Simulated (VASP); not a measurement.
Band structure of Na2S (antifluorite). These are LDA (Ceperley-Alder, Perdew-Zunger), VASP's LDA PAW potentials (set 64) (plane waves; VASP) values and carry that method's errors.

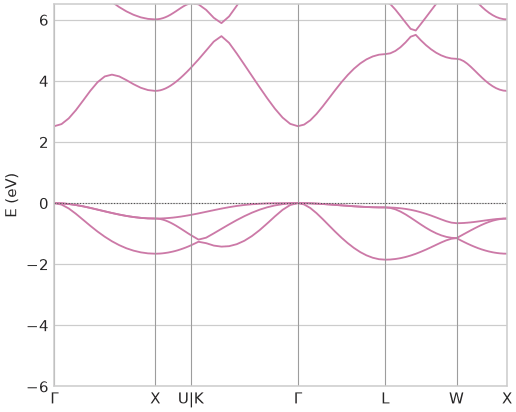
Bands along high-symmetry lines, zero at the valence-band maximum or, without a gap, the Fermi level

Q: Read the plot: is there a gap, and where are the band edges?

A: The gap is direct, 2.52 eV, from the valence maximum at Γ to the conduction minimum at Γ. (Edges off the drawn lines would not show.)

The compound is Na2S in the antifluorite structure. It was relaxed first, which changed the volume by -8 %.
